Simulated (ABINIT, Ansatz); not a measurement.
# A GW chain in ABINIT: ScHO2 (R-3m), part 2 of 3

How does a plane-wave GW calculation on ScHO2 (R-3m) run from the first input to the gap?

ABINIT 10.8.3; PBEsol and many-body steps on it, plane waves. Known limits of the many-body steps: not at the basis limit.

So far. Step 2 (Ground state): The gap is indirect, with the least direct gap 0.41 eV higher.

## (3) Bands along the symmetry lines

Level of this step: DFT, PBEsol, plane waves, norm-conserving pseudopotentials (ABINIT).

The cheap functional maps the bands first; the places of the edges decide which points the dearer methods must see.

Contents of run.abi:

```
acell 3*1.0 Angstrom
rprim 
  1.616589043500 0.933338119408 4.530924155205
  -1.616589043500 0.933338119408 4.530924155205
  0.000000000000 -1.866676238893 4.530924155189
ntypat 3
znucl 21 1 8
natom 4
typat 1 2 3 3
xred 
  0.000000000000 0.000000000000 0.000000000000
  0.500000000000 0.500000000000 0.500000000000
  0.589701000000 0.589701000000 0.589701000000
  0.410299000000 0.410299000000 0.410299000000
pp_dirpath "pseudos"
pseudos "Sc.upf, H.upf, O.upf"
ecut 36
iscf -2
irdden 1
kptopt 0
nkpt 59
kpt 
  0.00000000 0.00000000 0.00000000
  0.06250000 0.06250000 0.06250000
  0.12500000 0.12500000 0.12500000
  0.18750000 0.18750000 0.18750000
  0.25000000 0.25000000 0.25000000
  0.31250000 0.31250000 0.31250000
  0.37500000 0.37500000 0.37500000
  0.43750000 0.43750000 0.43750000
  0.50000000 0.50000000 0.50000000
  0.53813058 0.46186942 0.50000000
  0.57626115 0.42373885 0.50000000
  0.61439173 0.38560827 0.50000000
  0.65252231 0.34747769 0.50000000
  0.69065289 0.30934711 0.50000000
  0.72878347 0.27121653 0.50000000
  0.76691404 0.23308596 0.50000000
  0.80504462 0.19495538 0.50000000
  0.50000000 -0.19495538 0.19495538
  0.50000000 -0.17058596 0.17058596
  0.50000000 -0.14621654 0.14621654
  0.50000000 -0.12184711 0.12184711
  0.50000000 -0.09747769 0.09747769
  0.50000000 -0.07310827 0.07310827
  0.50000000 -0.04873885 0.04873885
  0.50000000 -0.02436942 0.02436942
  0.50000000 0.00000000 0.00000000
  0.43750000 0.00000000 0.00000000
  0.37500000 0.00000000 0.00000000
  0.31250000 0.00000000 0.00000000
  0.25000000 0.00000000 0.00000000
  0.18750000 0.00000000 0.00000000
  0.12500000 0.00000000 0.00000000
  0.06250000 0.00000000 0.00000000
  0.00000000 0.00000000 0.00000000
  0.04343471 -0.04343471 0.00000000
  0.08686942 -0.08686942 0.00000000
  0.13030413 -0.13030413 0.00000000
  0.17373885 -0.17373885 0.00000000
  0.21717356 -0.21717356 0.00000000
  0.26060827 -0.26060827 0.00000000
  0.30404298 -0.30404298 0.00000000
  0.34747769 -0.34747769 0.00000000
  0.65252231 0.00000000 0.34747769
  0.63345702 0.00000000 0.36654298
  0.61439173 0.00000000 0.38560827
  0.59532644 0.00000000 0.40467356
  0.57626116 0.00000000 0.42373885
  0.55719587 0.00000000 0.44280413
  0.53813058 0.00000000 0.46186942
  0.51906529 0.00000000 0.48093471
  0.50000000 0.00000000 0.50000000
  0.43750000 0.00000000 0.43750000
  0.37500000 0.00000000 0.37500000
  0.31250000 0.00000000 0.31250000
  0.25000000 0.00000000 0.25000000
  0.18750000 0.00000000 0.18750000
  0.12500000 0.00000000 0.12500000
  0.06250000 0.00000000 0.06250000
  0.00000000 0.00000000 0.00000000
istwfk *1
nband 19
nbdbuf 2
tolwfr 1e-08
nstep 40
prtwf 0
prtvol 0
indata_prefix "in"
outdata_prefix "out"
tmpdata_prefix "tmp"
```

Started as:

```sh
$ OMP_NUM_THREADS=1 mpirun -n 4 abinit run.abi > log
```

Numbers of over 12 decimals in the logs are rounded to 6 here.

Log:

```text
.Version 10.8.3 of ABINIT. v10.8.2 released Aug 2026.

 Symmetries : space group R-3 m (#166); Bravais hR (rhombohedral)
[... echo of the input left out ...]
== DATASET  1 ==================================================================
-   mpi_nproc: 4, omp_nthreads: 1 (-1 if OMP is not activated)

--- !DatasetInfo
iteration_state: {dtset: 1, }
dimensions: {natom: 4, nkpt: 59, mband: 19, nsppol: 1, nspinor: 1, nspden: 1, mpw: 2870, }
cutoff_energies: {ecut:  36.0, pawecutdg:  -1.0, }
electrons: {nelect:   2.40000000E+01, charge:   0.00000000E+00, occopt:   1.00000000E+00, tsmear:   1.00000000E-02, }

 Real(R)+Recip(G) space primitive vectors, cartesian coordinates (Bohr,Bohr^-1):
 R(1)=  3.0549106  1.7637534  8.5622058  G(1)=  0.1636709  0.0944954  0.0389308
 R(2)= -3.0549106  1.7637534  8.5622058  G(2)= -0.1636709  0.0944954  0.0389308
 R(3)=  0.0000000 -3.5275069  8.5622058  G(3)=  0.0000000 -0.1889909  0.0389308
 Unit cell volume ucvol=  2.7680458E+02 bohr^3
 Angles (23,13,12)=  3.85242399E+01  3.85242399E+01  3.85242399E+01 degrees

 getcut: wavevector=  0.0000  0.0000  0.0000  ngfft=  50  50  50
         ecut(hartree)=     36.000   => boxcut(ratio)=   2.00017

--- Pseudopotential description ------------------------------------------------
- Sc Generated using ONCVPSP code by D. R. Hamann
- 21.00000  11.00000  180301                  znucl, zion, pspdat
12 -116133 2 -1 1642                          pspcod,pspxc,lmax,lloc,mmax
     nproj     2     2     2
  pspatm : epsatm=   13.58981452
         --- l  ekb(1:nproj) -->
             0   10.810997    0.948773
             1    2.871172    0.364831
             2   -4.789751   -1.321945
 pspatm: atomic psp has been read  and splines computed

- H Generated using ONCVPSP code by D. R. Hamann
-  1.00000   1.00000  180301                  znucl, zion, pspdat
12 -116133 1 -1 1180                          pspcod,pspxc,lmax,lloc,mmax
     nproj     2     1     0
  pspatm : epsatm=    0.35585368
         --- l  ekb(1:nproj) -->
[...]
1   -0.494138
 pspatm: atomic psp has been read  and splines computed

- O Generated using ONCVPSP code by D. R. Hamann
-  8.00000   6.00000  180301                  znucl, zion, pspdat
12 -116133 2 -1 936                           pspcod,pspxc,lmax,lloc,mmax
     nproj     2     2     1
  pspatm : epsatm=    6.22910120
         --- l  ekb(1:nproj) -->
[...]
2   -1.335834
 pspatm: atomic psp has been read  and splines computed

--------------------------------------------------------------------------------

================================================================================
 prteigrs : about to open file out_EIG
 Non-SCF case, kpt    1 (  0.00000  0.00000  0.00000), residuals and eigenvalues=
  3.23E-09  4.38E-09  1.51E-09  2.71E-09  7.22E-09  3.73E-09  3.13E-09  2.89E-09
[...]
5.0722E-01
 Non-SCF case, kpt    3 (  0.12500  0.12500  0.12500), residuals and eigenvalues=
[...]
4.9810E-01
[...]
Non-SCF case, kpt   58 (  0.06250  0.00000  0.06250), residuals and eigenvalues=
[...]
5.1683E-01
 Non-SCF case, kpt   59 (  0.00000  0.00000  0.00000), residuals and eigenvalues=
[...]
-1.1845E-01  3.4726E-02  3.4726E-02  9.6255E-02  9.6255E-02  1.1105E-01
  2.8680E-01  2.9297E-01  2.9297E-01  3.3827E-01  4.0456E-01  4.0456E-01
  5.1064E-01

--- !ResultsGS
iteration_state: {dtset: 1, }
comment   : Summary of ground state results
lattice_vectors:
- [  3.0549106,   1.7637534,   8.5622058, ]
- [ -3.0549106,   1.7637534,   8.5622058, ]
- [  0.0000000,  -3.5275069,   8.5622058, ]
lattice_lengths: [   9.26038,    9.26038,    9.26038, ]
lattice_angles: [ 38.524,  38.524,  38.524, ] # degrees, (23, 13, 12)
lattice_volume:   2.7680458E+02
convergence: {deltae:  0.000E+00, res2:  0.000E+00, residm:  9.999E-09, diffor:  0.000E+00, }
etotal    :  -8.20972937E+01
entropy   :   0.00000000E+00
fermie    :   1.17004614E-01
cartesian_stress_tensor: null
pressure_GPa: null
xred      :
- [  0.0000E+00,   0.0000E+00,   0.0000E+00, Sc]
- [  5.0000E-01,   5.0000E-01,   5.0000E-01,  H]
- [  5.8970E-01,   5.8970E-01,   5.8970E-01,  O]
- [  4.1030E-01,   4.1030E-01,   4.1030E-01,  O]
cartesian_forces: null
force_length_stats: {min: null, max: null, mean: null, }

 Integrated electronic density in atomic spheres:
 ------------------------------------------------
 Atom  Sphere_radius  Integrated_density
[...]
================================================================================

 ----iterations are completed or convergence reached----

 Mean square residual over all n,k,spin=   50.701E-10; max=  99.994E-10
 reduced coordinates (array xred) for    4 atoms
[...]
cartesian coordinates (angstrom) at end:
    1      0.000000     0.000000     0.000000
    2      0.000000    -3.85e-11     6.796386
    3     -0.000000    -4.541e-11     8.015672
    4      0.000000    -3.159e-11     5.577101
 length scales=  1.889726125908  1.889726125908  1.889726125908 bohr
              =  1.000000000000  1.000000000000  1.000000000000 angstroms
 prteigrs : about to open file out_EIG
 Eigenvalues (hartree) for nkpt=  59  k points:
 kpt#   1, nband= 19, wtk=  1.00000, kpt=  0.0000  0.0000  0.0000 (reduced coord)
[...]
kpt#   2, nband= 19, wtk=  1.00000, kpt=  0.0625  0.0625  0.0625 (reduced coord)
[...]
kpt#   3, nband= 19, wtk=  1.00000, kpt=  0.1250  0.1250  0.1250 (reduced coord)
[...]
kpt#  58, nband= 19, wtk=  1.00000, kpt=  0.0625  0.0000  0.0625 (reduced coord)
[...]
0.40218    0.40425    0.51683
 kpt#  59, nband= 19, wtk=  1.00000, kpt=  0.0000  0.0000  0.0000 (reduced coord)
  -1.61550   -0.83857   -0.82616   -0.82616   -0.52432   -0.44264   -0.11845    0.03473
   0.03473    0.09625    0.09625    0.11105    0.28680    0.29297    0.29297    0.33827
   0.40456    0.40456    0.51064

== END DATASET(S) ==============================================================
================================================================================

 -outvars: echo values of variables after computation  --------
            nband          19
             nkpt          59
          spgroup         166
 [... the other variables as echoed above ...]

 Calculation completed.
```

Wall time 21 s (4 MPI ranks of Intel Xeon Platinum 8488C (Sapphire Rapids), shared host); peak memory 0.36 GiB; 85 s of CPU time.

This step gave:

```
gap                        : 3.960 eV
k of the valence top       : 0.1303, -0.1303, 0
k of the conduction bottom : 0.5, 0, 0.5
least direct gap           : 4.632 eV
```

The gap is 3.960 eV, +0.001 eV from the run before at this level.

Electronic bands along the path, in eV, zero at the top of the highest filled band:

| point | band 9 | band 10 | band 11 | band 12 | band 13 | band 14 | band 15 | band 16 |
| --- | --- | --- | --- | --- | --- | --- | --- | --- |
| Γ | -2.24 | -0.56 | -0.56 | -0.16 | 4.62 | 4.79 | 4.79 | 6.02 |
| T | -2.51 | -2.51 | -0.12 | -0.12 | 4.82 | 4.82 | 5.62 | 7.10 |
| H2 | -2.45 | -2.23 | -1.06 | -0.98 | 4.87 | 5.13 | 5.69 | 7.40 |
| jump to H0 | -2.45 | -2.23 | -1.06 | -0.98 | 4.87 | 5.13 | 5.69 | 7.40 |
| L | -2.06 | -1.27 | -1.27 | -0.80 | 4.32 | 5.54 | 5.93 | 7.61 |
| Γ | -2.24 | -0.56 | -0.56 | -0.16 | 4.62 | 4.79 | 4.79 | 6.02 |
| S0 | -2.56 | -2.07 | -1.08 | -0.96 | 4.84 | 5.22 | 5.63 | 7.37 |
| jump to S2 | -2.56 | -2.07 | -1.08 | -0.96 | 4.84 | 5.22 | 5.63 | 7.37 |
| F | -2.47 | -1.65 | -1.28 | -0.73 | 3.96 | 5.64 | 5.95 | 7.15 |
| Γ | -2.24 | -0.56 | -0.56 | -0.16 | 4.62 | 4.79 | 4.79 | 6.02 |

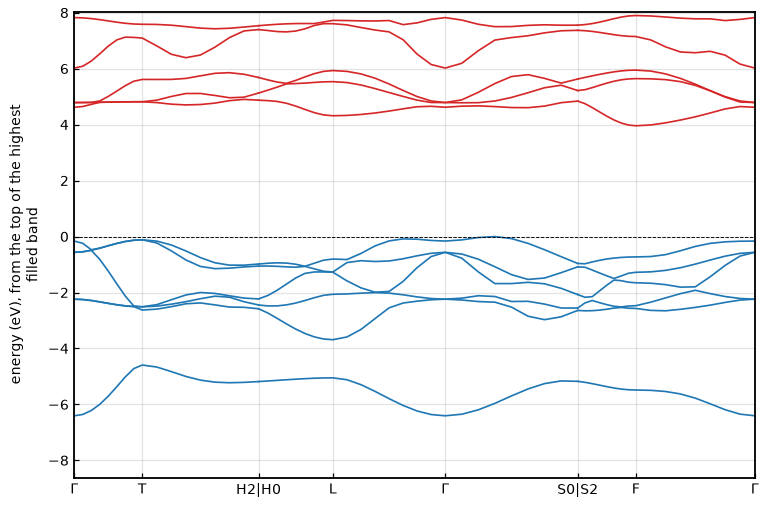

Electronic bands along the path; lines of filled and empty bands in two colours.

## (4) Empty states on the mesh, 4×4×4 mesh, 52 bands

The sums over transitions need many empty states on a uniform mesh; this step solves for them.

Contents of run.abi:

```
acell 3*1.0 Angstrom
rprim 
  1.616589043500 0.933338119408 4.530924155205
  -1.616589043500 0.933338119408 4.530924155205
  0.000000000000 -1.866676238893 4.530924155189
ntypat 3
znucl 21 1 8
natom 4
typat 1 2 3 3
xred 
  0.000000000000 0.000000000000 0.000000000000
  0.500000000000 0.500000000000 0.500000000000
  0.589701000000 0.589701000000 0.589701000000
  0.410299000000 0.410299000000 0.410299000000
pp_dirpath "pseudos"
pseudos "Sc.upf, H.upf, O.upf"
ecut 36
ngkpt 4 4 4
nshiftk 1
shiftk 0 0 0
kptopt 1
chksymbreak 0
iscf -2
irdden 1
istwfk *1
nband 52
nbdbuf 4
tolwfr 1e-09
nstep 60
prtvol 0
indata_prefix "in"
outdata_prefix "out"
tmpdata_prefix "tmp"
```

Log:

```text
.Version 10.8.3 of ABINIT. v10.8.2 released Aug 2026.

 Symmetries : space group R-3 m (#166); Bravais hR (rhombohedral)
[... echo of the input left out ...]
== DATASET  1 ==================================================================
-   mpi_nproc: 4, omp_nthreads: 1 (-1 if OMP is not activated)

--- !DatasetInfo
iteration_state: {dtset: 1, }
dimensions: {natom: 4, nkpt: 13, mband: 52, nsppol: 1, nspinor: 1, nspden: 1, mpw: 2864, }
cutoff_energies: {ecut:  36.0, pawecutdg:  -1.0, }
electrons: {nelect:   2.40000000E+01, charge:   0.00000000E+00, occopt:   1.00000000E+00, tsmear:   1.00000000E-02, }

 Real(R)+Recip(G) space primitive vectors, cartesian coordinates (Bohr,Bohr^-1):
 R(1)=  3.0549106  1.7637534  8.5622058  G(1)=  0.1636709  0.0944954  0.0389308
 R(2)= -3.0549106  1.7637534  8.5622058  G(2)= -0.1636709  0.0944954  0.0389308
 R(3)=  0.0000000 -3.5275069  8.5622058  G(3)=  0.0000000 -0.1889909  0.0389308
 Unit cell volume ucvol=  2.7680458E+02 bohr^3
 Angles (23,13,12)=  3.85242399E+01  3.85242399E+01  3.85242399E+01 degrees

 getcut: wavevector=  0.0000  0.0000  0.0000  ngfft=  50  50  50
         ecut(hartree)=     36.000   => boxcut(ratio)=   2.00017

--- Pseudopotential description ------------------------------------------------
- Sc Generated using ONCVPSP code by D. R. Hamann
- 21.00000  11.00000  180301                  znucl, zion, pspdat
12 -116133 2 -1 1642                          pspcod,pspxc,lmax,lloc,mmax
     nproj     2     2     2
  pspatm : epsatm=   13.58981452
         --- l  ekb(1:nproj) -->
             0   10.810997    0.948773
             1    2.871172    0.364831
             2   -4.789751   -1.321945
 pspatm: atomic psp has been read  and splines computed

- H Generated using ONCVPSP code by D. R. Hamann
-  1.00000   1.00000  180301                  znucl, zion, pspdat
12 -116133 1 -1 1180                          pspcod,pspxc,lmax,lloc,mmax
     nproj     2     1     0
  pspatm : epsatm=    0.35585368
         --- l  ekb(1:nproj) -->
[...]
1   -0.494138
 pspatm: atomic psp has been read  and splines computed

- O Generated using ONCVPSP code by D. R. Hamann
-  8.00000   6.00000  180301                  znucl, zion, pspdat
12 -116133 2 -1 936                           pspcod,pspxc,lmax,lloc,mmax
     nproj     2     2     1
  pspatm : epsatm=    6.22910120
         --- l  ekb(1:nproj) -->
[...]
2   -1.335834
 pspatm: atomic psp has been read  and splines computed

--------------------------------------------------------------------------------

================================================================================
 prteigrs : about to open file out_EIG
 Non-SCF case, kpt    1 (  0.00000  0.00000  0.00000), residuals and eigenvalues=
  2.29E-10  1.43E-10  6.37E-10  8.68E-10  9.05E-10  1.73E-10  2.27E-10  8.38E-11
  3.58E-10  1.38E-10  6.06E-10  1.04E-10  2.15E-10  2.61E-10  3.46E-10  7.63E-11
  1.23E-10  2.49E-10  1.41E-10  2.88E-10  2.03E-10  2.04E-10  3.25E-10  4.31E-10
[...]
9.77E-10  1.84E-09  1.10E-09  1.38E-05
 -1.6155E+00 -8.3857E-01 -8.2616E-01 -8.2616E-01 -5.2432E-01 -4.4264E-01
 -1.1845E-01  3.4726E-02  3.4726E-02  9.6255E-02  9.6255E-02  1.1105E-01
  2.8680E-01  2.9297E-01  2.9297E-01  3.3827E-01  4.0456E-01  4.0456E-01
[...]
1.4132E+00  1.4205E+00  1.4205E+00  1.4653E+00  1.4923E+00  1.4923E+00
  1.6092E+00  1.7569E+00  1.7584E+00  1.9021E+00  1.9021E+00  1.9613E+00
  1.9677E+00  1.9677E+00  1.9698E+00  2.0499E+00
 prteigrs : prtvol=0 or 1, do not print more k-points.

--- !ResultsGS
iteration_state: {dtset: 1, }
comment   : Summary of ground state results
lattice_vectors:
- [  3.0549106,   1.7637534,   8.5622058, ]
- [ -3.0549106,   1.7637534,   8.5622058, ]
- [  0.0000000,  -3.5275069,   8.5622058, ]
lattice_lengths: [   9.26038,    9.26038,    9.26038, ]
lattice_angles: [ 38.524,  38.524,  38.524, ] # degrees, (23, 13, 12)
lattice_volume:   2.7680458E+02
convergence: {deltae:  0.000E+00, res2:  0.000E+00, residm:  9.943E-10, diffor:  0.000E+00, }
etotal    :  -8.20972937E+01
entropy   :   0.00000000E+00
fermie    :   1.17004614E-01
cartesian_stress_tensor: null
pressure_GPa: null
xred      :
- [  0.0000E+00,   0.0000E+00,   0.0000E+00, Sc]
- [  5.0000E-01,   5.0000E-01,   5.0000E-01,  H]
- [  5.8970E-01,   5.8970E-01,   5.8970E-01,  O]
- [  4.1030E-01,   4.1030E-01,   4.1030E-01,  O]
cartesian_forces: null
force_length_stats: {min: null, max: null, mean: null, }

 Integrated electronic density in atomic spheres:
 ------------------------------------------------
 Atom  Sphere_radius  Integrated_density
[...]
================================================================================

 ----iterations are completed or convergence reached----

 Mean square residual over all n,k,spin=   41.510E-11; max=  99.430E-11
 reduced coordinates (array xred) for    4 atoms
[...]
0.589701000000      0.589701000000      0.589701000000
       0.410299000000      0.410299000000      0.410299000000

 cartesian coordinates (angstrom) at end:
    1      0.000000     0.000000     0.000000
    2      0.000000    -3.85e-11     6.796386
    3     -0.000000    -4.541e-11     8.015672
    4      0.000000    -3.159e-11     5.577101
 length scales=  1.889726125908  1.889726125908  1.889726125908 bohr
              =  1.000000000000  1.000000000000  1.000000000000 angstroms
 prteigrs : about to open file out_EIG
 Eigenvalues (hartree) for nkpt=  13  k points:
 kpt#   1, nband= 52, wtk=  0.01563, kpt=  0.0000  0.0000  0.0000 (reduced coord)
[...]
1.28835    1.32142    1.32142    1.41322    1.41322    1.42047    1.42047    1.46532
   1.49228    1.49228    1.60925    1.75694    1.75842    1.90215    1.90215    1.96130
   1.96772    1.96772    1.96980    2.04987
 prteigrs : prtvol=0 or 1, do not print more k-points.

== END DATASET(S) ==============================================================
================================================================================

 -outvars: echo values of variables after computation  --------
            nband          52
             nkpt          13
          spgroup         166
 [... the other variables as echoed above ...]

 Calculation completed.
```

It took 23 s on 4 MPI ranks; peak memory 0.34 GiB.

This step gave:

```yaml
gap: 4.075 eV
k_of_the_valence_top: 0.5, 0.5, 0.5
k_of_the_conduction_bottom: 0.5, 0.5, 0
least_direct_gap: 4.632 eV
k_points_computed: 13
lowest_point_of_the_top_converged_band_above_the_valence_top: 44.51 eV
```

On this mesh the gap is 4.075 eV. The earlier step found 3.958 eV, so this mesh misses an edge.

## (5) Screening, 4×4×4 mesh, 48 bands, screening to 119.7 eV

The RPA dielectric matrix is built and inverted for each q.

This step: RPA screening on PBEsol, plane waves, norm-conserving pseudopotentials.

run.abi: that of step 4 with these lines changed.

```diff
@@ -22,10 +22,11 @@
 chksymbreak 0
-iscf -2
-irdden 1
 istwfk *1
-nband 52
-nbdbuf 4
-tolwfr 1e-09
-nstep 60
-prtvol 0
+occopt 1
+irdwfk 1
+optdriver 3
+nband 48
+ecuteps 4.4
+inclvkb 2
+awtr 1
+symchi 1
 indata_prefix "in"
```

Log:

```text
.Version 10.8.3 of ABINIT. v10.8.2 released Aug 2026.

 Symmetries : space group R-3 m (#166); Bravais hR (rhombohedral)
[... echo of the input left out ...]
== DATASET  1 ==================================================================
-   mpi_nproc: 4, omp_nthreads: 1 (-1 if OMP is not activated)

--- !DatasetInfo
iteration_state: {dtset: 1, }
dimensions: {natom: 4, nkpt: 13, mband: 48, nsppol: 1, nspinor: 1, nspden: 1, mpw: 2864, }
cutoff_energies: {ecut:  36.0, pawecutdg:  -1.0, }
electrons: {nelect:   2.40000000E+01, charge:   0.00000000E+00, occopt:   1.00000000E+00, tsmear:   1.00000000E-02, }

 SCREENING: Calculation of the susceptibility and dielectric matrices

 Based on a program developped by R.W. Godby, V. Olevano, G. Onida, and L. Reining.
 Incorporated in ABINIT by V. Olevano, G.-M. Rignanese, and M. Torrent.
.Using double precision arithmetic ; gwpc =  8

[... cell and pseudopotentials left out ...]
--------------------------------------------------------------------------------

 ==== K-mesh for the wavefunctions ====
 Number of points in the irreducible wedge :    13
[... list of points left out ...]
 Together with 12 symmetry operations and time-reversal symmetry
 yields    64 points in the full Brillouin Zone.

 ==== Q-mesh for the screening function ====
 Number of points in the irreducible wedge :    13
[... list of points left out ...]
 Together with 12 symmetry operations and time-reversal symmetry
 yields    64 points in the full Brillouin Zone.

 setmesh: FFT mesh size selected  =    36x   36x   36
          total number of points  =        46656

 vcoul_init : cutoff-mode = AUXILIARY_FUNCTION
 q-points for optical limit:   1
     1)      0.000010    0.000020    0.000030

- screening: taking advantage of time-reversal symmetry
- Maximum band index for partially occupied states nbvw = 12
- Remaining bands to be divided among processors   nbcw = 36
- Number of bands treated by each node ~9

 Number of electrons calculated from density =   24.0000; Expected =   24.0000
 average of density, n =  0.086704
 r_s =    1.4016
 omega_plasma =   28.4037 [eV]

 calculating chi0 at frequencies [eV] :
  1    0.000000E+00    0.000000E+00
  2    0.000000E+00    2.840368E+01

--------------------------------------------------------------------------------
  q-point number  1        q = ( 0.000000, 0.000000, 0.000000) [r.l.u.]
--------------------------------------------------------------------------------
[... chi0 elements left out ...]
 For q-point:  0.000010 0.000020 0.000030
  dielectric constant =   3.9287
  dielectric constant without local fields =   4.2604

  Average fulfillment of the sum rule on Im[epsilon] for q-point    1 :     45.36  [%]
[... wings left out ...]
  q-point number  2        q = ( 0.250000, 0.000000, 0.000000) [r.l.u.]
--------------------------------------------------------------------------------
[... chi0 elements left out ...]
  Average fulfillment of the sum rule on Im[epsilon] for q-point    2 :     59.26  [%]

 [... 11 further q-points ...]
```

Elapsed: 50 s, on 4 MPI ranks; peak memory 1.2 GiB.

Numbers from this step:

```yaml
eps_infinity_with_local_fields_on_this_mesh_along_the_program_s_q_direction: 3.929
the_same_without_local_fields: 4.260
plasma_frequency: 28.40 eV
plane_waves_in_the_screening_matrix: 117
```

Local fields lower ε∞ by 8 %.

(Part 2 of 3 ends here.)

[Paths, hosts, dates, memory and timing lines, banners, echoed tables and standing remarks are left out of the program output.]

[Logs are printed without paths, hosts, clocks, repeated set-up lines and the standing remarks that a program may print on its own settings, such as how far it seeks lower states.]

[Runs of the session that timed out or met a known fault of the program may be left out.]

[Hosts, paths, dates, database ids (printed as entryN), source tags and the programs' standing remarks are cut or masked in the printed files.]

[G0W0 gaps are taken among the corrected bands and points alone; a level outside them can change the order at an edge.]

[Where Ansatz stands beside ABINIT at settings called matched, ABINIT's density can come from a denser mesh and the files from another edition; pairs whose starting gaps differed by over 0.03 eV were left out, so agreement reads better than it is.]
